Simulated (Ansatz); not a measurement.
**AlB3As4: complex band structure**

Aim: relax a made-up compound, AlB3As4, and see how good a tunnel barrier it would be. It is built by putting As for N, B for Ga in the AlGa3N4 structure of space group Pm, with the volume rescaled by atomic radii. The parent structure comes from the Materials Project.

Calculated with Ansatz 0.2.0; PBEsol DFT, plane waves, PAW files, in the first sound run; inputs show where later runs differ.

The structure was built from a prototype and need not be the compound's stable phase.

## (1) Set-up

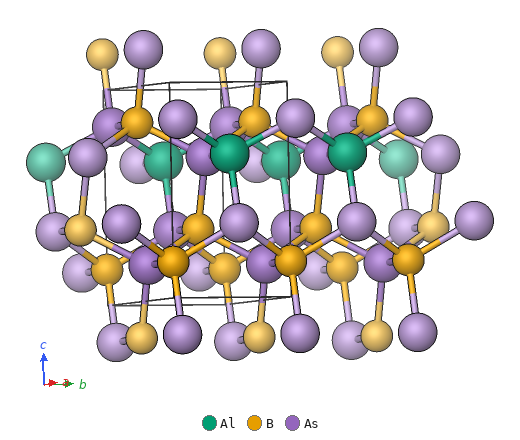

Start, viewed slightly off an axis; aluminium teal, boron orange, arsenic purple. 1×2×1 cells are drawn. Some periodic images of atoms are drawn too.

## (2) Cell and atoms at rest

The substituted atoms don't fit the parent's cell, so cell and atoms relax together. A small smearing keeps the run stable in case the gap closes on the way.

The input, input.yaml:

```yaml
crystal:
  lattice:
    - [5.4173722951, 0.0, 0.0]
    - [0.0, 3.3343580258, 0.0]
    - [-0.0039138686, 0.0, 5.7732919584]
  atoms:
    - { symbol: Al, position: [0.00050108, 0.5, 0.6673044] }
    - { symbol: B, position: [0.49913931, 0.5, 0.33514653] }
    - { symbol: B, position: [0.49913488, 0.0, 0.83132616] }
    - { symbol: B, position: [0.99990822, 0.0, 0.16624089] }
    - { symbol: As, position: [0.11923844, 0.5, 0.34129715] }
    - { symbol: As, position: [0.11682905, 0.0, 0.82526452] }
    - { symbol: As, position: [0.62024701, 0.0, 0.16615093] }
    - { symbol: As, position: [0.63260202, 0.5, 0.66727042] }
kpoints:
  mp_grid: { grid: [4, 6, 4] }
scf:
  occupations: { method: gaussian, width: 0.03 }
hamiltonian:
  xc: pbesol
output:
  forces: true
  stress: true
relax:
  f_tol: 0.02
  max_steps: 60
  cell: {}
```

Started as:

```bash
$ ansatz run input.yaml --threads 2 --pin off --max-ram 4096MiB --backend cpu --events-out ev --progress --plain --runs-dir out
```

Numbers of over 12 decimals in the logs are rounded to 6 here.

Output:

```text
Engine: ansatz 0.2.0, aarch64-unknown-linux-gnu
Pseudopotentials: kind: paw
Pseudopotential: Al, paw, valence charge 3, recommended cutoff 420 eV (normal), Al.paw.azcp
Pseudopotential: B, paw, valence charge 3, recommended cutoff 420 eV (normal), B.paw.azcp
Pseudopotential: As, paw, valence charge 15, recommended cutoff 420 eV (normal), As.paw.azcp
Functional definition: PBEsol
  exchange = pbesol_x
  correlation = pbesol_c
Crystal: 8 atoms, lattice volume = 104.286 Å³
Basis set: ecut = 420 eV, 2059 PW (Γ), exchange–correlation on 80×48×80 points (8 copies of the dense FFT grid, shifted against one another)
Bands: 44, of which v1, the nominal top of the filled ones, is band 36 counted from 1 (35 counted from 0)
Symmetry: 2 space group operations
Space group: Pm (ITA 6), of the structure as read, at distance tolerance 4.7e-5 Å
k-points: 40 of 96 (time reversal used)
Non-local potential: Al, projectors of the file, l = 0: 2, l = 1: 2, l = 2: 1
Non-local potential: B, projectors of the file, l = 0: 2, l = 1: 2, l = 2: 1
Non-local potential: As, projectors of the file, l = 0: 2, l = 1: 2, l = 2: 3, l = 3: 1
PAW form: soft (Blöchl's): semilocal exchange-correlation on the pseudo side does not see the compensation charge
PAW frozen core: Al, regenerated for the run's functional, and the local potential with it (the file was generated under x = pbe(κ = 0.804, μ = 0.219515), c = pbe(β = 0.066725))
PAW frozen core: B, regenerated for the run's functional, and the local potential with it (the file was generated under x = pbe(κ = 0.804, μ = 0.219515), c = pbe(β = 0.066725))
PAW frozen core: As, regenerated for the run's functional, and the local potential with it (the file was generated under x = pbe(κ = 0.804, μ = 0.219515), c = pbe(β = 0.066725))
PAW one-centre angular grid: Al, 110 points (default); XC on 64 Gauss nodes
PAW one-centre angular grid: B, 110 points (default); XC on 64 Gauss nodes
PAW one-centre angular grid: As, 590 points (default); XC on 64 Gauss nodes
Initial density: superposition of atomic densities (neutral atoms: chi_scale 0, normalization atom), corrected by the library's trained network
Initial wavefunctions: pseudopotential atomic-orbital guess
Functional: x = pbesol(κ = 0.804, μ = 0.123457), c = pbesol(β = 0.046)
SCF iter   1: F=—  HF=-20229.037765 eV  |F-HF|=—  |Δ(HF+E_count)|=         —  Δρ=5.11e-3  dr2=3.30e-2  ethr=1.77e-3  ⟨swp⟩=6.8  Hψ=7821  notcnv=0  defer=8
preconditioner: auto → Resta (q_TF=auto, 2.565 Å⁻¹)  ε∞=4.8  [insulator: Δε(μ)=0.044 eV  Ē_g=10.535 eV  σ=0.030 eV  W_gap=0.70  n_scr=38 (ndim 8)  ℏωp=20.6 eV  f_vac=0.002  D(μ)=0.46/eV (n_scr^D=0)  ε∞_Penn≈4.8]
SCF iter   2: F=—  HF=-20229.028120 eV  |F-HF|=—  |Δ(HF+E_count)|=   9.65e-3  Δρ=2.31e-3  dr2=6.78e-3  ethr=4.59e-5  ⟨swp⟩=2.5  Hψ=2664  notcnv=0  defer=77
SCF iter   3: F=—  HF=-20229.026197 eV  |F-HF|=—  |Δ(HF+E_count)|=   1.92e-3  Δρ=4.62e-4  dr2=3.89e-4  ethr=9.41e-6  ⟨swp⟩=2.0  Hψ=3322  notcnv=0  defer=77
SCF iter   4: F=—  HF=-20229.026062 eV  |F-HF|=—  |Δ(HF+E_count)|=   1.35e-4  Δρ=2.21e-4  dr2=7.64e-5  ethr=5.40e-7  ⟨swp⟩=2.0  Hψ=3123  notcnv=0  defer=77
SCF iter   5: F=—  HF=-20229.025976 eV  |F-HF|=—  |Δ(HF+E_count)|=   8.60e-5  Δρ=7.57e-5  dr2=8.75e-6  ethr=1.06e-7  ⟨swp⟩=2.3  Hψ=2903  notcnv=0  defer=77
SCF iter   6: F=—  HF=-20229.025976 eV  |F-HF|=—  |Δ(HF+E_count)|=   3.59e-7  Δρ=1.88e-5  dr2=5.11e-7  ethr=1.22e-8  ⟨swp⟩=2.0  Hψ=2320  notcnv=0  defer=77
SCF iter   7: F=-20229.025976 eV  HF=-20229.025976 eV  |F-HF|=2.46e-8  |Δ(HF+E_count)|=   1.36e-7  Δρ=4.75e-6  dr2=2.71e-8  ethr=1.39e-10  ⟨swp⟩=4.0  Hψ=6242  notcnv=0
SCF 1 converged in 7 iterations: F = -20229.025976 eV  dr2 = 2.71e-8
  greatest PAW one-centre occupation: 0.999 electrons in one spin orbital (limit 2), on the As atom at site 7 (counted from 0), in its partial waves of l = 2
relax step   1: F+E_penalty+E_count = -20229.02597581 eV  Δ(F+E_penalty+E_count) = +0.000e0 eV  max|allowed force component| = 8.378e0 eV/Å  Δτ_max = 0.0000 Å  P = +40.695 GPa  Ω = 104.286 Å³  (7 SCF iters, dr2 threshold 1.00e-7 eV, accepted)
Crystal: 8 atoms, lattice volume = 114.291 Å³
Basis set: ecut = 420 eV, 2231 PW (Γ), exchange–correlation on 80×48×80 points (8 copies of the dense FFT grid, shifted against one another)
Initial density: handed on by an earlier stage of this run
Initial wavefunctions: those handed on with the density
iter 1 solved again at ethr=5.16e-4 eV; its pass at ethr=3.10e-3 eV (dr2=3.72e-1 eV) is discarded
SCF iter   1: F=—  HF=-20233.520850 eV  |F-HF|=—  |Δ(HF+E_count)|=         —  Δρ=1.65e-2  dr2=3.76e-1  ethr=5.16e-4  ⟨swp⟩=1.3  Hψ=8959  notcnv=0
preconditioner: auto → Resta (q_TF=auto, 2.526 Å⁻¹)  ε∞=4.8  [insulator: Δε(μ)=0.380 eV  Ē_g=10.121 eV  σ=0.030 eV  W_gap=1.00  n_scr=38 (ndim 8)  ℏωp=19.6 eV  f_vac=0.013  D(μ)=0.00/eV (n_scr^D=0)  ε∞_Penn≈4.8]
SCF iter   2: F=—  HF=-20233.417503 eV  |F-HF|=—  |Δ(HF+E_count)|=   1.03e-1  Δρ=8.60e-3  dr2=8.10e-2  ethr=5.16e-4  ⟨swp⟩=3.0  Hψ=2492  notcnv=0
SCF iter   3: F=—  HF=-20233.397061 eV  |F-HF|=—  |Δ(HF+E_count)|=   2.04e-2  Δρ=1.71e-3  dr2=3.47e-3  ethr=1.12e-4  ⟨swp⟩=3.6  Hψ=3392  notcnv=0
SCF iter   4: F=—  HF=-20233.396817 eV  |F-HF|=—  |Δ(HF+E_count)|=   2.44e-4  Δρ=6.73e-4  dr2=7.95e-4  ethr=4.82e-6  ⟨swp⟩=2.0  Hψ=3525  notcnv=0  defer=2
SCF iter   5: F=—  HF=-20233.396568 eV  |F-HF|=—  |Δ(HF+E_count)|=   2.49e-4  Δρ=2.56e-4  dr2=9.10e-5  ethr=1.10e-6  ⟨swp⟩=2.0  Hψ=3198  notcnv=0  defer=2
SCF iter   6: F=—  HF=-20233.396617 eV  |F-HF|=—  |Δ(HF+E_count)|=   4.97e-5  Δρ=7.74e-5  dr2=7.12e-6  ethr=1.26e-7  ⟨swp⟩=2.0  Hψ=2342  notcnv=0  defer=2
SCF iter   7: F=-20233.396622 eV  HF=-20233.396623 eV  |F-HF|=3.54e-7  |Δ(HF+E_count)|=   5.32e-6  Δρ=1.53e-5  dr2=2.95e-7  ethr=1.11e-9  ⟨swp⟩=3.0  Hψ=7996  notcnv=0
SCF 2 converged in 7 iterations: F = -20233.396622 eV  dr2 = 2.95e-7
  greatest PAW one-centre occupation: 0.999 electrons in one spin orbital (limit 2), on the As atom at site 6 (counted from 0), in its partial waves of l = 2
relax step   2: F+E_penalty+E_count = -20233.39662223 eV  Δ(F+E_penalty+E_count) = -4.371e0 eV  max|allowed force component| = 2.193e0 eV/Å  Δτ_max = 0.1950 Å  P = +14.576 GPa  Ω = 114.291 Å³  energy of the carried Pulay correction = -5.418e-3 eV  (7 SCF iters, dr2 threshold 8.00e-7 eV, accepted)
Crystal: 8 atoms, lattice volume = 124.177 Å³
Basis set: ecut = 420 eV, 2433 PW (Γ), exchange–correlation on 80×48×80 points (8 copies of the dense FFT grid, shifted against one another)
iter 1 solved again at ethr=2.57e-4 eV; its pass at ethr=3.10e-3 eV (dr2=1.85e-1 eV) is discarded
SCF iter   1: F=—  HF=-20234.148815 eV  |F-HF|=—  |Δ(HF+E_count)|=         —  Δρ=1.04e-2  dr2=1.90e-1  ethr=2.57e-4  ⟨swp⟩=2.1  Hψ=10769  notcnv=0
preconditioner: auto → Resta (q_TF=auto, 2.491 Å⁻¹)  ε∞=4.8  [insulator: Δε(μ)=0.202 eV  Ē_g=9.654 eV  σ=0.030 eV  W_gap=1.00  n_scr=38 (ndim 8)  ℏωp=18.9 eV  f_vac=0.014  D(μ)=0.00/eV (n_scr^D=0)  ε∞_Penn≈4.8]
SCF iter   2: F=—  HF=-20234.100346 eV  |F-HF|=—  |Δ(HF+E_count)|=   4.85e-2  Δρ=5.13e-3  dr2=4.52e-2  ethr=2.57e-4  ⟨swp⟩=2.6  Hψ=2448  notcnv=0
SCF iter   3: F=—  HF=-20234.090042 eV  |F-HF|=—  |Δ(HF+E_count)|=   1.03e-2  Δρ=1.10e-3  dr2=2.18e-3  ethr=6.27e-5  ⟨swp⟩=3.2  Hψ=2990  notcnv=0
SCF iter   4: F=—  HF=-20234.090396 eV  |F-HF|=—  |Δ(HF+E_count)|=   3.55e-4  Δρ=3.72e-4  dr2=2.63e-4  ethr=3.03e-6  ⟨swp⟩=2.0  Hψ=3198  notcnv=0
SCF iter   5: F=—  HF=-20234.090185 eV  |F-HF|=—  |Δ(HF+E_count)|=   2.11e-4  Δρ=1.70e-4  dr2=4.16e-5  ethr=3.65e-7  ⟨swp⟩=2.0  Hψ=3187  notcnv=0
SCF iter   6: F=—  HF=-20234.090216 eV  |F-HF|=—  |Δ(HF+E_count)|=   3.16e-5  Δρ=4.60e-5  dr2=2.72e-6  ethr=5.78e-8  ⟨swp⟩=2.0  Hψ=3200  notcnv=0
SCF iter   7: F=-20234.090219 eV  HF=-20234.090219 eV  |F-HF|=3.57e-10  |Δ(HF+E_count)|=   2.16e-6  Δρ=9.78e-6  dr2=1.92e-7  ethr=1.11e-9  ⟨swp⟩=5.0  Hψ=6660  notcnv=0
SCF 3 converged in 7 iterations: F = -20234.090219 eV  dr2 = 1.92e-7
relax step   3: F+E_penalty+E_count = -20234.09021855 eV  Δ(F+E_penalty+E_count) = -6.936e-1 eV  max|allowed force component| = 6.588e-1 eV/Å  Δτ_max = 0.0592 Å  P = +1.545 GPa  Ω = 124.177 Å³  energy of the carried Pulay correction = -1.031e-2 eV  (7 SCF iters, dr2 threshold 8.00e-7 eV, accepted)
[...]
relax step   4: F+E_penalty+E_count = -20234.14205878 eV  Δ(F+E_penalty+E_count) = -5.184e-2 eV  max|allowed force component| = 1.851e-1 eV/Å  Δτ_max = 0.0376 Å  P = -0.080 GPa  Ω = 125.760 Å³  energy of the carried Pulay correction = -1.105e-2 eV  (6 SCF iters, dr2 threshold 8.00e-7 eV, accepted)
[...]
relax step   5: F+E_penalty+E_count = -20234.14664876 eV  Δ(F+E_penalty+E_count) = -4.590e-3 eV  max|allowed force component| = 7.999e-2 eV/Å  Δτ_max = 0.0098 Å  P = -0.042 GPa  Ω = 125.629 Å³  energy of the carried Pulay correction = -1.099e-2 eV  (4 SCF iters, dr2 threshold 8.00e-7 eV, accepted)
[...]
relax step   6: F+E_penalty+E_count = -20234.14731173 eV  Δ(F+E_penalty+E_count) = -6.630e-4 eV  max|allowed force component| = 6.747e-3 eV/Å  Δτ_max = 0.0059 Å  P = -0.003 GPa  Ω = 125.565 Å³  energy of the carried Pulay correction = -1.096e-2 eV  (4 SCF iters, dr2 threshold 4.00e-7 eV, accepted)
[...]
relax step   7: F+E_penalty+E_count = -20234.17451401 eV  Δ(F+E_penalty+E_count) = -2.720e-2 eV  max|allowed force component| = 7.087e-3 eV/Å  Δτ_max = 0.0000 Å  P = +0.264 GPa  Ω = 125.565 Å³  stress off target by 3.01e-1 GPa  SCF on the basis re-selected at this cell (its energy is not comparable with the rows above)  (6 SCF iters)
[...]
relax step   8: F+E_penalty+E_count = -20234.17462341 eV  Δ(F+E_penalty+E_count) = -1.094e-4 eV  max|allowed force component| = 3.999e-3 eV/Å  Δτ_max = 0.0011 Å  P = -0.028 GPa  Ω = 125.885 Å³  energy of the carried Pulay correction = -1.429e-4 eV  (5 SCF iters, dr2 threshold 2.27e-7 eV, accepted)
iter 1 solved again at ethr=2.39e-8 eV; its pass at ethr=3.10e-3 eV (dr2=1.72e-5 eV) is discarded
SCF iter   1: F=—  HF=-20234.174803 eV  |F-HF|=—  |Δ(HF+E_count)|=         —  Δρ=8.33e-6  dr2=3.26e-8  ethr=2.39e-8  ⟨swp⟩=3.5  Hψ=11182  notcnv=0
preconditioner: auto → Resta (q_TF=auto, 2.486 Å⁻¹)  ε∞=4.8  [insulator: Δε(μ)=0.206 eV  Ē_g=9.574 eV  σ=0.030 eV  W_gap=1.00  n_scr=38 (ndim 8)  ℏωp=18.7 eV  f_vac=0.006  D(μ)=0.00/eV (n_scr^D=0)  ε∞_Penn≈4.8]
SCF iter   2: F=—  HF=-20234.174791 eV  |F-HF|=—  |Δ(HF+E_count)|=   1.28e-5  Δρ=4.72e-6  dr2=1.57e-8  ethr=4.53e-11  ⟨swp⟩=2.7  Hψ=3194  notcnv=0
SCF iter   3: F=—  HF=-20234.174791 eV  |F-HF|=—  |Δ(HF+E_count)|=   5.30e-8  Δρ=1.38e-6  dr2=3.01e-9  ethr=2.18e-11  ⟨swp⟩=2.0  Hψ=2311  notcnv=0
SCF iter   4: F=—  HF=-20234.174791 eV  |F-HF|=—  |Δ(HF+E_count)|=   3.25e-9  Δρ=5.53e-7  dr2=3.20e-10  ethr=4.19e-12  ⟨swp⟩=2.9  Hψ=3244  notcnv=0
SCF iter   5: F=—  HF=-20234.174791 eV  |F-HF|=—  |Δ(HF+E_count)|=  4.15e-10  Δρ=1.68e-7  dr2=5.22e-11  ethr=1.00e-12  ⟨swp⟩=4.2  Hψ=6247  notcnv=0
SCF iter   6: F=-20234.174791 eV  HF=-20234.174791 eV  |F-HF|=1.46e-11  |Δ(HF+E_count)|=  7.28e-12  Δρ=5.27e-8  dr2=3.68e-12  ethr=1.00e-12  ⟨swp⟩=4.0  Hψ=6229  notcnv=0
SCF 9 converged in 6 iterations: F = -20234.174791 eV  dr2 = 3.68e-12
relax step   9: F+E_penalty+E_count = -20234.17479056 eV  Δ(F+E_penalty+E_count) = -1.672e-4 eV  max|allowed force component| = 3.998e-3 eV/Å  Δτ_max = 0.0000 Å  P = -0.028 GPa  Ω = 125.885 Å³  stress off target by 3.61e-2 GPa  SCF on the basis re-selected at this cell (its energy is not comparable with the rows above)  (6 SCF iters)
basis re-selected at this cell: Δ(F+E_penalty+E_count) = -1.672e-4 eV, ΔP = -0.000 GPa vs the last step (what re-selecting the basis moved, of the pressure what is left beyond the Pulay correction that the steps carried, after the strain that the cell walked since its last selection, with what the two solves' SCF thresholds leave and, on support functions, any second-order correction that the steps lacked; it is no m [...]
SCF converged after 6 iterations
Free energy (F): -20234.174791 eV
Harris-Foulkes:  -20234.174791 eV  (|F-HF|=1.46e-11)
Internal energy: -20234.174791 eV  (E = F + TS)
E sigma→0 (E₀):  -20234.174791 eV
Fermi energy:    10.514826 eV
--- Per-component energies (eV) ---
  E_band       = -923.459244
  E_kinetic    = 578.484669
  E_local      = -7412.160524  (includes V_loc(G=0)·N_el)
  E_nonlocal   = -2623.726772
  E_hartree    = 4044.263407
  E_xc         = -448.922069
  E_vxc        = -459.293493  (∫ρ·V_xc dr)
  E_paw        = -7858.055795  (= ΣΔE_a)
  E_vpaw       = 904.710000  (= ΣTr[D̂ρ^β])
  E_aug_tail   = 0.000020  (compensation charges beyond the density's cutoff)
  E_ewald      = -6517.986713
  E_core_change = 3.928987  (= ΣΔE_core)
  E_smearing   = -0.000000  (= −TS)
  E_closure    = 0.000000  (closes the sum)
  Σ components = -20234.174791   (vs F -20234.174791, Δ=0.00e0)
--- Forces (eV/Å), atoms counted from 1 ---
  atom   1  Al     0.00219708     0.00000000     0.00296865
  atom   2  B     -0.00175080     0.00000000    -0.00294921
  atom   3  B     -0.00308324    -0.00000000     0.00032343
  atom   4  B      0.00399806     0.00000000     0.00107072
  atom   5  As     0.00100549    -0.00000000    -0.00295459
  atom   6  As     0.00033067    -0.00000000     0.00019435
  atom   7  As    -0.00063653    -0.00000000     0.00057949
  atom   8  As    -0.00205851     0.00000000     0.00076652
  max |Σ_I F_I| component: 2.21e-6 eV/Å
--- Stress (GPa, compression-positive) ---
       -0.029599       0.000000      -0.005578
        0.000000      -0.023324       0.000000
       -0.005571       0.000000      -0.031339
  P = ⅓ Tr σ = -0.0281 GPa (-0.281 kbar)
--- Relaxed structure (7 steps of the walk, 7 accepted, 2 SCFs on fresh bases) ---
  F+E_penalty+E_count = -20234.17479056 eV   max|allowed force component| = 3.998e-3 eV/Å   (the final SCF, on the basis selected at the relaxed cell)
  cell:  # Å, volume = 125.8851 Å³
    - [5.848978, 0.0, 0.00521545]
    - [0.0, 3.490290, 0.0]
    - [0.00133242, 0.0, 6.166416]
  atoms:
    - { symbol: Al, position: [-0.00755096, 0.500000, 0.665153] }
    - { symbol: B, position: [0.498852, 0.500000, 0.322871] }
    - { symbol: B, position: [0.494997, 0.0, 0.840416] }
    - { symbol: B, position: [1.002418, 0.0, 0.168109] }
    - { symbol: As, position: [0.136181, 0.500000, 0.307908] }
    - { symbol: As, position: [0.143144, 0.0, 0.868020] }
    - { symbol: As, position: [0.633771, 0.0, 0.164705] }
    - { symbol: As, position: [0.585787, 0.500000, 0.662819] }
```

Wall time 62 s (2 threads of Arm Neoverse V2, shared host); peak memory 0.46 GiB; 2.1 min of CPU time.

The steps of the relaxation:

| step | energy less that of the first step (eV) | largest force component (eV/Å) | pressure (GPa) | volume (Å³) |
| --- | --- | --- | --- | --- |
| 1 | 0.0000 | 8.3777 | 40.69 | 104.29 |
| 2 | -4.3706 | 2.1931 | 14.58 | 114.29 |
| 3 | -5.0642 | 0.6588 | 1.54 | 124.18 |
| 4 | -5.1161 | 0.1851 | -0.08 | 125.76 |
| 5 | -5.1207 | 0.0800 | -0.04 | 125.63 |
| 6 | -5.1213 | 0.0067 | 0.00 | 125.57 |
| 7* | -5.1485 | 0.0071 | 0.26 | 125.57 |
| 8 | -5.1486 | 0.0040 | -0.03 | 125.89 |
| 9* | -5.1488 | 0.0040 | -0.03 | 125.89 |

Relaxation steps marked * repeat the geometry before them on a plane-wave basis chosen anew for their cell, so energy and pressure can jump there.

The run keeps the 2 symmetry operations that it works with, so distortions that break them were not tested.

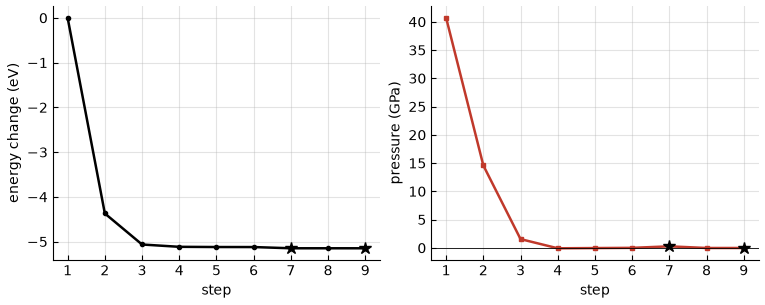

Energy and pressure along the relaxation. Stars mark steps on a basis chosen anew.

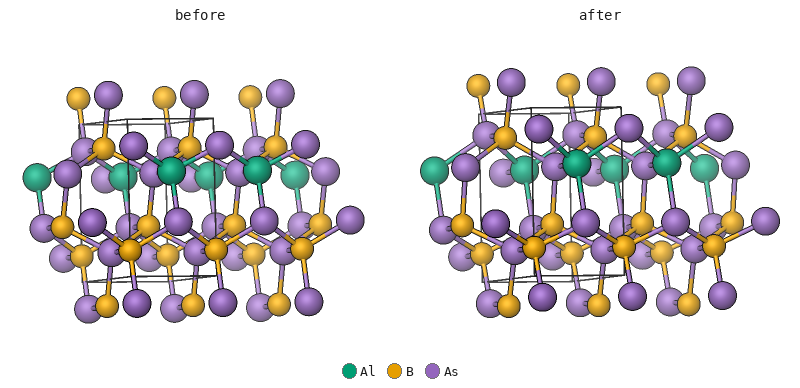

Before and after, at one scale.

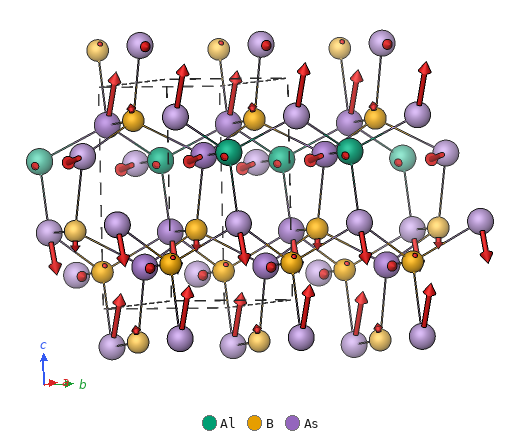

Displacements in the relaxation, exaggerated, measured against the changing cell; the longest in the cell stands for 0.31 Å. 1×2×1 cells are drawn. Some periodic images of atoms are drawn too.

| cell as run | before | after | change |
| --- | --- | --- | --- |
| a (Å) | 5.417 | 5.849 | +8.0 % |
| b (Å) | 3.334 | 3.490 | +4.7 % |
| c (Å) | 5.773 | 6.166 | +6.8 % |
| β (°) | 90.04 | 89.94 | -0.1 % |
| volume (Å³/atom) | 13.04 | 15.74 | +20.7 % |

The atoms that moved most (Å, as changes of fractional coordinates times the final cell):

| atom | dx | dy | dz | length |
| --- | --- | --- | --- | --- |
| As6 | 0.154 | 0.000 | 0.264 | 0.305 |
| As8 | -0.274 | 0.000 | -0.028 | 0.275 |
| As5 | 0.099 | 0.000 | -0.206 | 0.228 |
| As7 | 0.079 | 0.000 | -0.009 | 0.080 |
| B2 | -0.002 | 0.000 | -0.076 | 0.076 |
| B3 | -0.024 | 0.000 | 0.056 | 0.061 |
| Al1 | -0.047 | 0.000 | -0.013 | 0.049 |
| B4 | 0.015 | 0.000 | 0.012 | 0.019 |

Numbers from this step:

| Item | Value |
| --- | --- |
| free energy | -20234.1748 eV |
| Fermi energy | 10.51 eV |
| pressure | -0.02809 GPa |

The largest force component on a free atom ends at 0.0040 eV/Å.

(Continued in part 2 of 3.)

[Logs are printed without paths, hosts, clocks, repeated set-up lines and the standing remarks that a program may print on its own settings, such as how far it seeks lower states.]

[Hosts, paths, dates, database ids (printed as entryN), source tags and the programs' standing remarks are cut or masked in the printed files.]
